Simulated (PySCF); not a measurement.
Consider P$_{2}$.

```tsv
atom	x (Å)	y (Å)	z (Å)
P	0.0000	0.0000	-0.9465
P	0.0000	0.0000	0.9465
```

Theory: PySCF 2.14.0, PBE0/def2-SVP, non-relativistic Hamiltonian with scalar-relativistic core potentials where named, at a bond length of 1.893 Å.

**What will maps of the electron density and electron localisation function show?**

P–P (1.89 Å): the density is about 1.2 e/Å³ at the midpoint; the ELF peaks at about 0.85 between the atoms: localised, covalent bonding.

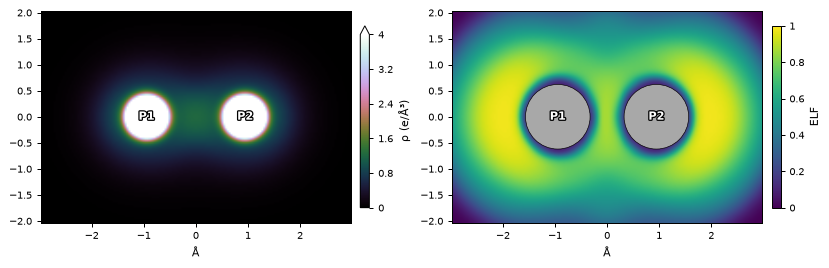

Computed electron density and electron localisation function on a plane that holds the molecular axis, in this order. Grey discs cover the atomic cores in the ELF map. 
